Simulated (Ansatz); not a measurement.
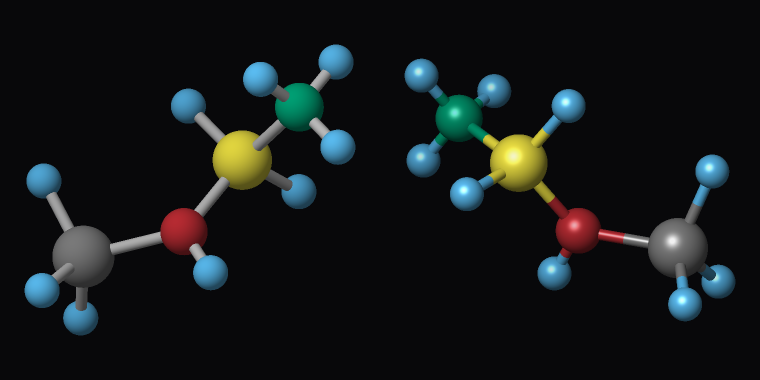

Two views of one molecule. Colours: carbon teal, silicon yellow, nitrogen red, germanium grey, hydrogen blue.

**What is the molecular formula?**

CH9GeNSi, 13 atoms: 1 carbon, 9 hydrogen, 1 germanium, 1 nitrogen and 1 silicon.

**How many bonds of each kind are drawn?**

3 C–H, 3 Ge–H, 2 Si–H, 1 C–Si, 1 N–Si, 1 Ge–N, 1 N–H.

The parts below concern this one geometry. Atoms keep their numbers from picture to picture. The geometry was computed by an optimisation with PBE0-D4/def2-TZVP.

**Geometry**

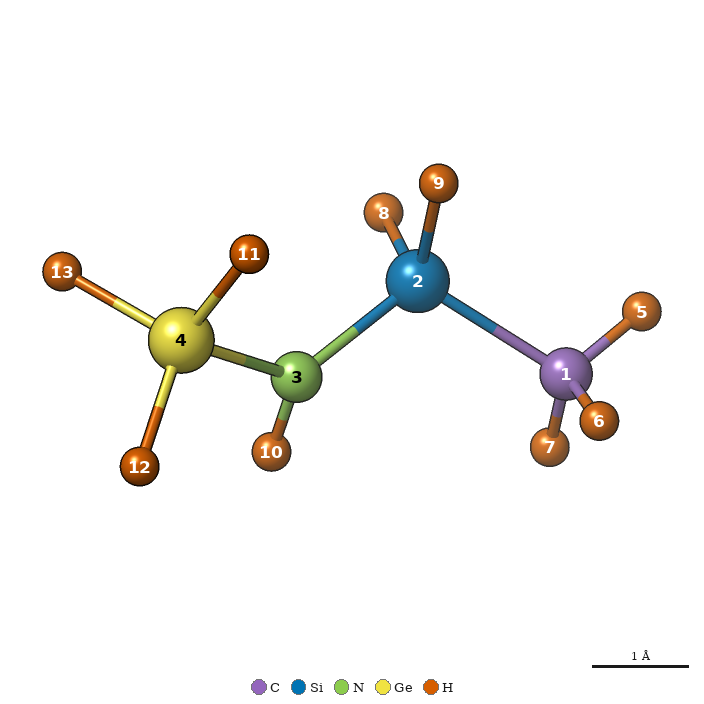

The atoms are numbered.

Which atoms are bonded, and how long are the bonds?

```json
{"bond": "C1–Si2", "length (Å)": "1.866"}
{"bond": "C1–H5", "length (Å)": "1.093"}
{"bond": "C1–H6", "length (Å)": "1.092"}
{"bond": "C1–H7", "length (Å)": "1.094"}
{"bond": "Si2–N3", "length (Å)": "1.722"}
{"bond": "Si2–H8", "length (Å)": "1.495"}
{"bond": "Si2–H9", "length (Å)": "1.489"}
{"bond": "N3–Ge4", "length (Å)": "1.837"}
{"bond": "N3–H10", "length (Å)": "1.010"}
{"bond": "Ge4–H11", "length (Å)": "1.534"}
{"bond": "Ge4–H12", "length (Å)": "1.539"}
{"bond": "Ge4–H13", "length (Å)": "1.544"}
```

**Vibrations**

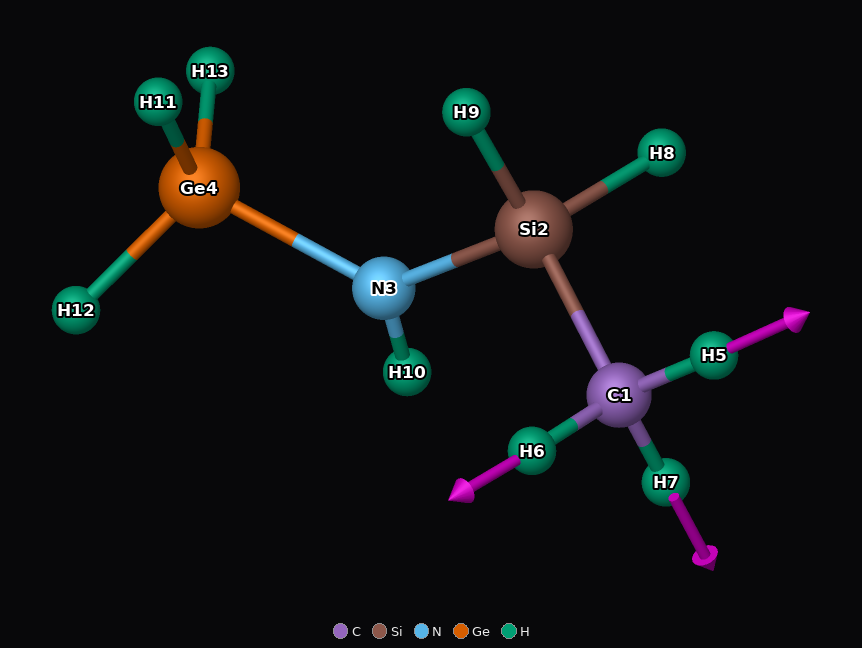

The arrows show one normal mode. Harmonic vibrations computed with RKS PBE0-D4/def2-TZVP (Ansatz 0.2.0) at a stationary point of the same level.

**What kind of motion is it?**

Mostly in-phase stretching of 3 C–H bonds.

**At what wavenumber does it lie?**

3046 cm⁻¹; it is mode 30 of 33 counted from the lowest.

**Levels of theory compared**

Program: Ansatz 0.2.0.

At this fixed geometry, give HOMO–LUMO gap (eV), dipole (D) at these levels: B3LYP-D4/def2-TZVPP; PBE-D4/def2-TZVPP; r2SCAN-D4/def2-TZVPP; ωB97M-V/def2-TZVPP.

| level | HOMO–LUMO gap (eV) | dipole (D) |
| --- | --- | --- |
| B3LYP-D4/def2-TZVPP | 6.95 | 1.04 |
| PBE-D4/def2-TZVPP | 5.25 | 1.08 |
| r2SCAN-D4/def2-TZVPP | 5.94 | 1.09 |
| ωB97M-V/def2-TZVPP | 11.32 | 1.05 |

**Charges**

The questions are on Mulliken charges. Properties computed with RKS PBE0-D4/def2-TZVP (Ansatz 0.2.0).

**Which atom carries the highest charge (most positive or least negative)?**

Si2 (0.35 e).

**And the lowest?**

N3 (−0.57 e).

List the Mulliken charges.

```csv
atom,value (e)
C1,−0.49
Si2,0.35
N3,−0.57
Ge4,0.19
H5,0.14
H6,0.14
H7,0.13
H8,−0.06
H9,−0.04
H10,0.22
H11,0.01
H12,0.00
H13,−0.01
```

Mulliken values depend strongly on the basis set and can even reverse the polarity of a bond.
